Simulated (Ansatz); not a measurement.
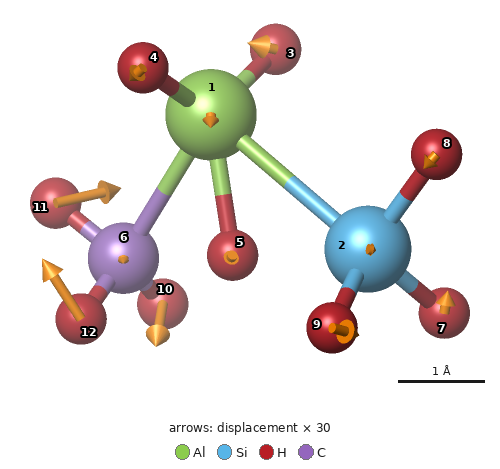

A saddle-point search of CH₉AlSi. The starting structure is drawn; orange arrows show the displacements, magnified 30 times. The two geometries are superimposed by the best rigid fit.

A ball-and-stick model, seen at a tilt.

The reaction that was planned forms Al1–C6, Si2–H5 and breaks Al1–Si2, H5–C6 (atoms numbered from 1 in input order).

The calculation used RKS PBE0-D4/def2-TZVP (Ansatz). 

Q: Atoms of which element are displaced furthest, and by how much?

A: Hydrogen: up to 0.030 Å, against 0.006 Å for aluminium.

Q: What happened in the run?

A: The search converged after 6 steps with a largest force component of 0.0091 eV/Å and a curvature of −9.77 eV/Å² along the mode that it followed. The atom that moves furthest after the best rigid fit is H11 (0.030 Å). By element the largest moves are H 0.030 Å, Al 0.006 Å, Si 0.004 Å, C 0.003 Å. Near-neighbour distances that change, for instance: C6–H10 1.099 → 1.091 Å, Si2–H7 1.497 → 1.489 Å, C6–H11 1.106 → 1.099 Å.
